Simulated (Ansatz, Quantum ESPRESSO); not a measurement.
# Lattice dynamics of KTaO3 (Pm-3m) in two programs, part 2 of 5

How does KTaO3 (Pm-3m) vibrate, and is this structure a minimum?

Quantum ESPRESSO 7.5; DFT LDA, scalar-relativistic, plane waves, PseudoDojo norm-conserving pseudopotentials.

So far. Step 2 (A probe with smearing): A gap of 2.1 eV opens on this mesh, so the crystal is taken as an insulator; the start stands at -7.6 GPa. Step 4 (Self-consistent run for the response): The cell stands at -0.029 GPa, close enough for phonons. The relaxed cell has a = 3.939 Å (conventional setting).

## Step 5: Phonons on a q mesh

Linear response treats each wavevector in the unit cell, with no supercell; the 2×2×2 mesh fixes the range of the force constants to be had.

Contents of ph.in:

```
phonons
&INPUTPH
  prefix = 'x'
  outdir = './tmp'
  fildyn = 'x.dyn'
  tr2_ph = 1.0d-18
  epsil  = .true.
  ldisp  = .true.
  nq1    = 2
  nq2    = 2
  nq3    = 2
/
```

Started as:

```bash
$ OMP_NUM_THREADS=1 mpirun -n 8 ph.x -nk 8 -in ph.in > ph.out
```

Numbers of over 12 decimals in the logs are rounded to 6 here.

Output:

```text
[banners, grids, parts of the stress and lines that vanish by symmetry left out]
[banner, memory and clock lines left out]
Program PHONON v.7.5

[...]
Exchange-correlation= PW
                           (   1   4   0   0   0   0   0)
[...]
(   4 q-points):
[...]
kinetic-energy cut-off    =      84.0000  Ry
     charge density cut-off    =     336.0000  Ry
     convergence threshold     =      1.0E-18
[...]
Exchange-correlation= PW
                           (   1   4   0   0   0   0   0)
[...]
q = (   0.0000000   0.0000000   0.0000000 )
     49 Sym.Ops. (with q -> -q+G )
     G cutoff =  471.4698  (  42931 G-vectors)     FFT grid: ( 45, 45, 45)
     number of k points=    20
[...]
Mode symmetry, O_h (m-3m)  point group:
[...]
Dielectric constant
[...]
End of electric fields calculation
          Dielectric constant in cartesian axis
          (       5.438387935       0.000000000       0.000000000 )
          (       0.000000000       5.438387935       0.000000000 )
          (       0.000000000       0.000000000       5.438387935 )
          Effective charges (d Force / dE) in cartesian axis without acoustic sum rule applied (asr)
           atom    1  K     Mean Z*:        1.15459
      Ex  (        1.15459        0.00000        0.00000 )
      Ey  (        0.00000        1.15459        0.00000 )
      Ez  (        0.00000        0.00000        1.15459 )
           atom    2  Ta    Mean Z*:        8.72003
      Ex  (        8.72003        0.00000        0.00000 )
      Ey  (        0.00000        8.72003        0.00000 )
      Ez  (        0.00000        0.00000        8.72003 )
           atom    3  O     Mean Z*:       -3.30103
      Ex  (       -6.49529        0.00000        0.00000 )
      Ey  (        0.00000       -1.70390        0.00000 )
      Ez  (        0.00000        0.00000       -1.70390 )
           atom    4  O     Mean Z*:       -3.30103
      Ex  (       -1.70390        0.00000        0.00000 )
      Ey  (        0.00000       -6.49529        0.00000 )
      Ez  (        0.00000        0.00000       -1.70390 )
           atom    5  O     Mean Z*:       -3.30103
      Ex  (       -1.70390        0.00000        0.00000 )
      Ey  (        0.00000       -1.70390        0.00000 )
      Ez  (        0.00000        0.00000       -6.49529 )
          Effective charges Sum: Mean:       -0.02847
[...]
Effective charges (d Force / dE) in cartesian axis with asr applied:
           atom    1  K     Mean Z*:        1.16028
[...]
atom    2  Ta    Mean Z*:        8.72572
[...]
atom    3  O     Mean Z*:       -3.29534
[...]
atom    4  O     Mean Z*:       -3.29534
[...]
atom    5  O     Mean Z*:       -3.29534
[...]
Representation #   1 modes #   1   2   3
[...]
End of self-consistent calculation
     Convergence has been achieved
     Representation #   2 modes #   4   5   6
[...]
End of self-consistent calculation
     Convergence has been achieved
     Representation #   3 modes #   7   8   9
[...]
End of self-consistent calculation
     Convergence has been achieved
     Representation #   4 modes #  10  11  12
[...]
End of self-consistent calculation
     Convergence has been achieved
[...]
Convergence has been achieved
[...]
Dielectric constant in cartesian axis
          (       5.438387935       0.000000000       0.000000000 )
          (       0.000000000       5.438387935       0.000000000 )
          (       0.000000000       0.000000000       5.438387935 )
          Effective charges (d Force / dE) in cartesian axis without acoustic sum rule applied (asr)
           atom    1  K     Mean Z*:        1.15459
      Ex  (        1.15459        0.00000        0.00000 )
      Ey  (        0.00000        1.15459        0.00000 )
      Ez  (        0.00000        0.00000        1.15459 )
           atom    2  Ta    Mean Z*:        8.72003
      Ex  (        8.72003        0.00000        0.00000 )
      Ey  (        0.00000        8.72003        0.00000 )
      Ez  (        0.00000        0.00000        8.72003 )
           atom    3  O     Mean Z*:       -3.30103
      Ex  (       -6.49529        0.00000        0.00000 )
      Ey  (        0.00000       -1.70390        0.00000 )
      Ez  (        0.00000        0.00000       -1.70390 )
           atom    4  O     Mean Z*:       -3.30103
      Ex  (       -1.70390        0.00000        0.00000 )
      Ey  (        0.00000       -6.49529        0.00000 )
      Ez  (        0.00000        0.00000       -1.70390 )
           atom    5  O     Mean Z*:       -3.30103
      Ex  (       -1.70390        0.00000        0.00000 )
      Ey  (        0.00000       -1.70390        0.00000 )
      Ez  (        0.00000        0.00000       -6.49529 )
          Effective charges Sum: Mean:       -0.02847
[...]
Effective charges (d Force / dE) in cartesian axis with asr applied:
           atom    1  K     Mean Z*:        1.16028
[...]
atom    2  Ta    Mean Z*:        8.72572
[...]
atom    3  O     Mean Z*:       -3.29534
[...]
atom    4  O     Mean Z*:       -3.29534
[...]
atom    5  O     Mean Z*:       -3.29534
[...]
Effective charges (d P / du) in cartesian axis
[...]
q = (    0.000000000   0.000000000   0.000000000 )
[...]
freq (    1) =      -0.031089 [THz] =      -1.037032 [cm-1]
     freq (    2) =      -0.031089 [THz] =      -1.037032 [cm-1]
     freq (    3) =      -0.031089 [THz] =      -1.037032 [cm-1]
     freq (    4) =       2.743125 [THz] =      91.500788 [cm-1]
     freq (    5) =       2.743125 [THz] =      91.500788 [cm-1]
     freq (    6) =       2.743125 [THz] =      91.500788 [cm-1]
     freq (    7) =       5.527544 [THz] =     184.379025 [cm-1]
     freq (    8) =       5.527544 [THz] =     184.379025 [cm-1]
     freq (    9) =       5.527544 [THz] =     184.379025 [cm-1]
     freq (   10) =       7.460709 [THz] =     248.862455 [cm-1]
     freq (   11) =       7.460709 [THz] =     248.862455 [cm-1]
     freq (   12) =       7.460709 [THz] =     248.862455 [cm-1]
     freq (   13) =      16.652962 [THz] =     555.483026 [cm-1]
     freq (   14) =      16.652962 [THz] =     555.483026 [cm-1]
[...]
Mode symmetry, O_h (m-3m)  point group:
     freq (   1-   3) =         -1.0  [cm-1]   --> T_1u G_15  G_4- I
     freq (   4-   6) =         91.5  [cm-1]   --> T_1u G_15  G_4- I
     freq (   7-   9) =        184.4  [cm-1]   --> T_1u G_15  G_4- I
     freq (  10-  12) =        248.9  [cm-1]   --> T_2u G_25  G_5-
     freq (  13-  15) =        555.5  [cm-1]   --> T_1u G_15  G_4- I
[...]
Mode symmetry, D_4h(4/mmm) point group:
[...]
Representation #   1 mode #   1
[...]
Convergence has been achieved
     Representation #   2 mode #   2
[...]
Convergence has been achieved
     Representation #   3 modes #   3   4
[...]
Convergence has been achieved
     Representation #   4 modes #   5   6
[...]
Convergence has been achieved
     Representation #   5 mode #   7
[...]
Convergence has been achieved
     Representation #   6 mode #   8
[...]
Convergence has been achieved
[...]
Convergence has been achieved
     Representation #   8 modes #  10  11
[...]
Convergence has been achieved
     Representation #   9 modes #  12  13
[...]
Convergence has been achieved
[...]
q = (    0.000000000   0.000000000  -0.500000000 )
[...]
Mode symmetry, D_4h(4/mmm) point group:
     freq (   1-   2) =         64.6  [cm-1]   --> E_u  X_5' M_5'
     freq (   3-   4) =        165.9  [cm-1]   --> E_g  X_5  M_5
     freq (   5-   6) =        185.2  [cm-1]   --> E_u  X_5' M_5'
     freq (   7-   7) =        193.8  [cm-1]   --> A_1g X_1  M_1
     freq (   8-   8) =        214.7  [cm-1]   --> A_2u X_4' M_4'
     freq (   9-   9) =        276.1  [cm-1]   --> B_2u X_3' M_3'
     freq (  10-  11) =        329.7  [cm-1]   --> E_g  X_5  M_5
     freq (  12-  12) =        419.2  [cm-1]   --> A_2u X_4' M_4'
     freq (  13-  14) =        531.1  [cm-1]   --> E_u  X_5' M_5'
     freq (  15-  15) =        870.4  [cm-1]   --> A_1g X_1  M_1
[...]
Mode symmetry, D_4h(4/mmm) point group:
[...]
Representation #   8 mode #   9
[...]
Convergence has been achieved
     Representation #  11 modes #  14  15
[...]
Convergence has been achieved
[...]
q = (    0.000000000  -0.500000000  -0.500000000 )
[...]
Mode symmetry, D_4h(4/mmm) point group:
     freq (   1-   1) =         65.0  [cm-1]   --> A_2u X_4' M_4'
     freq (   2-   2) =        147.7  [cm-1]   --> A_2g X_4  M_4
     freq (   3-   4) =        155.2  [cm-1]   --> E_u  X_5' M_5'
     freq (   5-   5) =        165.8  [cm-1]   --> B_1u X_2' M_2'
     freq (   6-   7) =        240.5  [cm-1]   --> E_u  X_5' M_5'
     freq (   8-   9) =        329.8  [cm-1]   --> E_g  X_5  M_5
     freq (  10-  11) =        349.3  [cm-1]   --> E_u  X_5' M_5'
     freq (  12-  12) =        445.4  [cm-1]   --> B_2g X_3  M_3
     freq (  13-  13) =        498.9  [cm-1]   --> A_2u X_4' M_4'
     freq (  14-  14) =        614.0  [cm-1]   --> B_1g X_2  M_2
     freq (  15-  15) =        917.9  [cm-1]   --> A_1g X_1  M_1
[...]
Mode symmetry, O_h (m-3m)  point group:
[...]
Representation #   1 mode #   1
[...]
Convergence has been achieved
     Representation #   2 modes #   2   3
[...]
Convergence has been achieved
[...]
Convergence has been achieved
[...]
Convergence has been achieved
     Representation #   5 modes #  10  11  12
[...]
End of self-consistent calculation
     Convergence has been achieved
     Representation #   6 modes #  13  14  15
[...]
End of self-consistent calculation
     Convergence has been achieved
[...]
q = (   -0.500000000  -0.500000000  -0.500000000 )
[...]
freq (    8) =       7.971985 [THz] =     265.916783 [cm-1]
     freq (    9) =       7.971985 [THz] =     265.916783 [cm-1]
     freq (   10) =      12.821727 [THz] =     427.686767 [cm-1]
     freq (   11) =      12.821727 [THz] =     427.686767 [cm-1]
     freq (   12) =      12.821727 [THz] =     427.686767 [cm-1]
     freq (   13) =      17.377884 [THz] =     579.663809 [cm-1]
     freq (   14) =      17.377884 [THz] =     579.663809 [cm-1]
     freq (   15) =      28.502581 [THz] =     950.743777 [cm-1]
[...]
Mode symmetry, O_h (m-3m)  point group:
     freq (   1-   3) =        137.6  [cm-1]   --> T_1g G_15' G_4+
     freq (   4-   6) =        181.0  [cm-1]   --> T_2g G_25' G_5+
     freq (   7-   9) =        265.9  [cm-1]   --> T_1u G_15  G_4-
     freq (  10-  12) =        427.7  [cm-1]   --> T_2g G_25' G_5+
     freq (  13-  14) =        579.7  [cm-1]   --> E_g  G_12  G_3+
     freq (  15-  15) =        950.7  [cm-1]   --> A_1g G_1   G_1+
```

Wall time 52 min (8 MPI ranks of Arm Neoverse N1, shared host).

This step gave:

* miss of the charge sum rule: 0.02847 e
* largest acoustic frequency at the zone centre before the sum rule: -1.04 cm⁻¹
* highest optical zone-centre mode (no LO-TO term): 555.5 cm⁻¹
* lowest optical zone-centre mode: 91.5 cm⁻¹
* mean high-frequency dielectric constant: 5.438
* largest Born charge in size (third of the trace): 8.72 e
* lowest mode on the q mesh (acoustic ones at the zone centre apart): 64.56 cm⁻¹

Frequencies (cm⁻¹) at each irreducible wavevector; negative means imaginary. Frequencies by wavevector:

```
 q (fractions)  star  mode 1  mode 2  mode 3  mode 4  mode 13  mode 14  mode 15
         0 0 0     1   -1.04   -1.04   -1.04    91.5    555.5    555.5    555.5
      0 0 -0.5     3   64.56   64.56   165.9   165.9    531.1    531.1    870.4
   0 -0.5 -0.5     3   64.98   147.7   155.2   155.2    498.9      614    917.9
-0.5 -0.5 -0.5     1   137.6   137.6   137.6     181    579.7    579.7    950.7
```

Born charge (rows field, columns displacement), before the sum rule (e), principal values of the symmetric part by kind of site:

```
atom  atoms with these values    low  middle   high   mean
  K1                        1   1.15    1.15   1.15   1.15
 Ta2                        1   8.72    8.72   8.72   8.72
  O3                        3  -6.50   -1.70  -1.70  -3.30
```

In full for K1:

```
1.15 0.00 0.00
0.00 1.15 0.00
0.00 0.00 1.15
```

High-frequency dielectric tensor:

```
5.44 0.00 0.00
0.00 5.44 0.00
0.00 0.00 5.44
```

The acoustic modes at Γ come out as far as 1.0 cm⁻¹ from zero, where they should vanish, a small numerical error; the Born charges miss their sum rule by 0.028 e, which is fair.

## Step 6: Force constants in real space

The dynamical matrices of the mesh are Fourier-transformed to force constants in real space, after the long-range dipole part is taken out.

Contents of q2r.in:

```
&INPUT
  fildyn = 'x.dyn'
  zasr   = 'simple'
  flfrc  = 'x.fc'
/
```

Started as:

```bash
$ q2r.x < q2r.in > q2r.out
```

Output:

```text
[banners, grids, parts of the stress and lines that vanish by symmetry left out]
[banner, memory and clock lines left out]
Program Q2R v.7.5

  reading grid info from file x.dyn0

  reading force constants from file x.dyn1
 macroscopic fields = T
   5.43839   0.00000   0.00000
   0.00000   5.43839   0.00000
[...]
na=            1
[...]
na=            2
[...]
na=            3
[...]
na=            4
[...]
na=            5
[...]
0.00000  -1.70390   0.00000
   0.00000   0.00000  -6.49529
  alpha Ewald:    1.403184
  nqs=            1
 q=   0.00000000  0.00000000  0.00000000
  reading force constants from file x.dyn2
  alpha Ewald:    1.403184
  nqs=            3
 q=   0.00000000  0.00000000 -0.50000000
[...]
reading force constants from file x.dyn3
  alpha Ewald:    1.403184
  nqs=            3
[...]
q=  -0.50000000  0.00000000 -0.50000000
  reading force constants from file x.dyn4
  alpha Ewald:    1.403184
  nqs=            1
 q=  -0.50000000 -0.50000000 -0.50000000

      q-space grid ok, #points =    8

      fft-check success (sum of imaginary terms < 10^-12)
```

The job ended after 0.49 s (1 thread).

## Step 7: Interpolated phonon bands

From the force constants any wavevector is cheap; points of the mesh come back as solved, but for the sum rule and, in polar crystals, the LO-TO term at Γ; the rest is interpolation.

Contents of matdyn.in:

```
&INPUT
  asr              = 'simple'
  flfrc            = 'x.fc'
  flfrq            = 'x.freq'
  flvec            = 'x.modes'
  q_in_band_form   = .true.
  q_in_cryst_coord = .true.
/
8
  0.0000000   0.0000000   0.0000000  12  ! GAMMA
  0.0000000   0.5000000   0.0000000  12  ! X
  0.5000000   0.5000000   0.0000000  12  ! M
  0.0000000   0.0000000   0.0000000  12  ! GAMMA
  0.5000000   0.5000000   0.5000000  12  ! R
  0.0000000   0.5000000   0.0000000   1  ! X
  0.5000000   0.5000000   0.5000000  12  ! R
  0.5000000   0.5000000   0.0000000   1  ! M
```

Started as:

```bash
$ matdyn.x -in matdyn.in > matdyn.out
```

Output:

```text
[banner, memory and clock lines left out]
Program MATDYN v.7.5

 mass for atomic type   1 not given; uses mass from file x.fc
 mass for atomic type   2 not given; uses mass from file x.fc
 mass for atomic type   3 not given; uses mass from file x.fc
```

It took 0.58 s on 1 thread.

Numbers from this step:

| Item | Value |
| --- | --- |
| lowest frequency on the path | 0 cm⁻¹ |

Matdyn.x, sum rule simple. The phonon branches at the labelled points (cm⁻¹):

```
    point  branch 1  branch 2  branch 3  branch 4  branch 12  branch 13  branch 14  branch 15
        Γ         0         0         0        92        400        556        556        819
        X        65        65       166       166        419        531        531        870
        M        65       148       155       155        445        499        614        918
        Γ         0         0         0        92        400        556        556        819
        R       138       138       138       181        428        580        580        951
        X        65        65       166       166        419        531        531        870
jump to R       138       138       138       181        428        580        580        951
        M        65       148       155       155        445        499        614        918
```

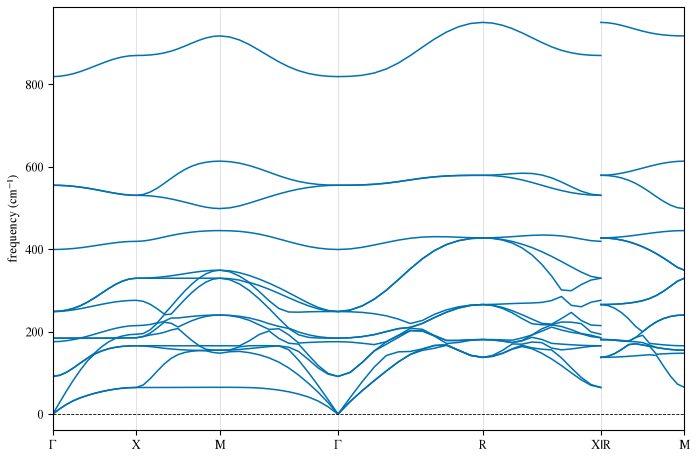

Phonon branches along the path.

All branches are real along the path.

## Step 8: Sums over the zone

Sums over the zone need many more wavevectors than were solved, so the interpolation is sampled on a dense mesh.

Contents of matdyn.in:

```
&INPUT
  asr    = 'simple'
  flfrc  = 'x.fc'
  dos    = .true.
  fldos  = 'x.dos'
  nk1    = 11
  nk2    = 11
  nk3    = 11
  deltaE = 1.0
/
```

Started as:

```bash
$ matdyn.x -in matdyn.in > matdyn.out
```

Output:

```text
[banner, memory and clock lines left out]
Program MATDYN v.7.5

 mass for atomic type   1 not given; uses mass from file x.fc
 mass for atomic type   2 not given; uses mass from file x.fc
 mass for atomic type   3 not given; uses mass from file x.fc
```

It took 30 s on 1 thread.

Numbers from this step:

* share of modes beyond 3i cm⁻¹ on the dense interpolated mesh: 0
* zero-point energy per atom: 59.38 meV
* heat capacity at 300 K: 20.13 J/(mol atoms K)
* vibrational entropy at 300 K: 21.81 J/(mol atoms K)

The phonon density of states has structure finer than the step of the table below, so its rows give means over 50 cm⁻¹, whole bins alone (the curve runs from 0 to 948 cm⁻¹). Peaks (cm⁻¹: height): total 168.0: 0.109, 198.0: 0.0714, 216.0: 0.0730, 432.0: 0.0561; K 168.0: 0.0875; O 198.0: 0.0407, 210.0: 0.0369, 432.0: 0.0518, 552.0: 0.0309; Ta 72.0: 0.0178, 156.0: 0.0227, 216.0: 0.0227, 264.0: 0.0135.

Tetrahedra. Phonon density of states against wavenumber; means over each step; values in 1/cm⁻¹/cell:

```
wavenumber (cm⁻¹)    total        K        O       Ta
               50  0.00668   4.1e-4   1.4e-4  0.00613
              100   0.0150  0.00180   6.1e-4   0.0126
              150   0.0578   0.0355  0.00876   0.0136
              200   0.0597   0.0200   0.0286   0.0110
              250   0.0355  0.00281   0.0217   0.0109
              300   0.0211   3.5e-4   0.0182  0.00255
              350   0.0163   8.7e-5   0.0152  0.00101
              400   0.0140   6.3e-5   0.0131   8.8e-4
              450   0.0147   6.0e-5   0.0136   9.9e-4
              500  0.00288        0  0.00288   4.8e-6
              550   0.0253        0   0.0252   2.4e-5
              600   0.0118        0   0.0118   1.4e-5
              650        0        0        0        0
              700        0        0        0        0
              750        0        0        0        0
              800   6.3e-4   4.2e-6   5.9e-4   4.0e-5
              850  0.00799   2.9e-5  0.00777   1.9e-4
              900   0.0107   9.7e-6   0.0106   6.8e-5
```

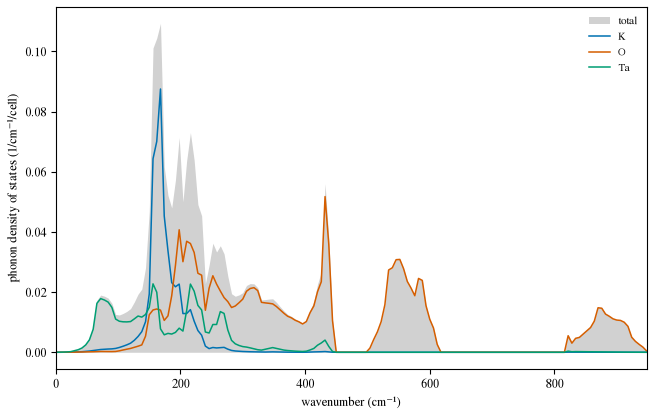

Phonon density of states against wavenumber.

Harmonic thermodynamic functions per atom, summed over the density of states scaled to three modes an atom; melting is ignored. Thermodynamic functions:

```
T (K)  F_vib (meV/atom)  S (J/mol-atom/K)  C_V (J/mol-atom/K)
    0             59.38                 0                   0
   50             59.24              1.06               2.883
  100             57.71              5.14               9.414
  200             47.54             14.29               16.79
  300             28.68             21.81               20.13
  400              2.84             27.86               21.84
  500             -28.7             32.85               22.81
  600            -64.98             37.06               23.39
  700            -105.3              40.7               23.77
  800            -149.2             43.89               24.03
  900            -196.2             46.73               24.21
 1000            -245.9             49.29               24.35
```

At 300 K the heat capacity has reached 81 % of the Dulong-Petit value.

[end of part 2 of 5]

[Host names and launcher messages were left out of these logs when they were recorded.]

[Logs are printed without paths, hosts, clocks, repeated set-up lines and the standing remarks that a program may print on its own settings, such as how far it seeks lower states.]

[Hosts, paths, dates, database ids (printed as entryN), source tags and the programs' standing remarks are cut or masked in the printed files.]
